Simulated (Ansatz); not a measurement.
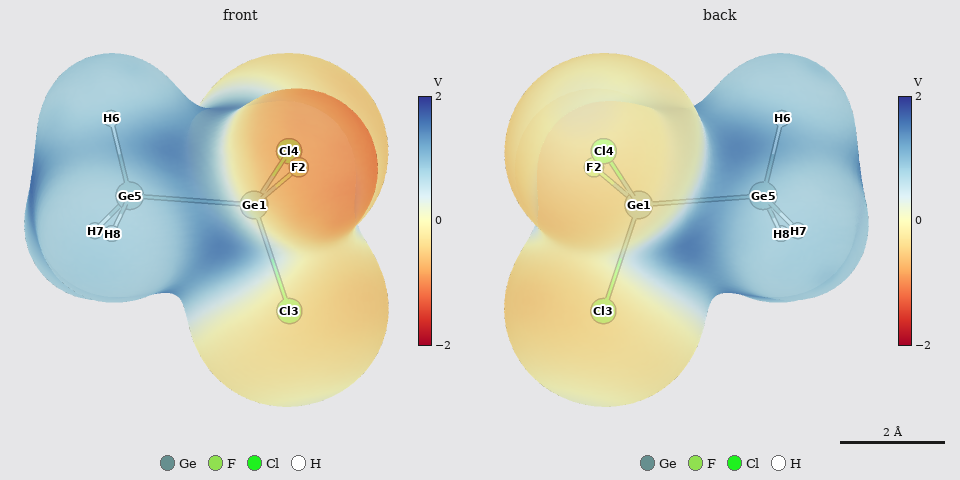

Cl₂FGe₂H₃. The electrostatic potential painted on the density surface at 0.002 e/bohr³, seen from the front and from behind; red is negative and blue positive.

Theory: RKS PBE/def2-SVP (Ansatz).

```yaml
atoms:
  - { symbol: Ge, position_ang: [0.0131, -0.0196, -0.0615] }
  - { symbol: F, position_ang: [0.5349, -0.2046, 1.6048] }
  - { symbol: Cl, position_ang: [1.8133, 0.3836, -1.2046] }
  - { symbol: Cl, position_ang: [-1.2408, 1.7514, -0.0929] }
  - { symbol: Ge, position_ang: [-1.1637, -2.0160, -0.8260] }
  - { symbol: H, position_ang: [-2.4069, -2.2101, 0.0713] }
  - { symbol: H, position_ang: [-1.5683, -1.7663, -2.2965] }
  - { symbol: H, position_ang: [-0.1869, -3.2080, -0.7072] }
```

**Describe the electrostatic potential map.**

The most negative region (about −1.0 V, or −23 kcal/mol for a unit charge) lies over F2, the most positive (about +1.6 V, or +37 kcal/mol for a unit charge) over Ge1 and Ge5.
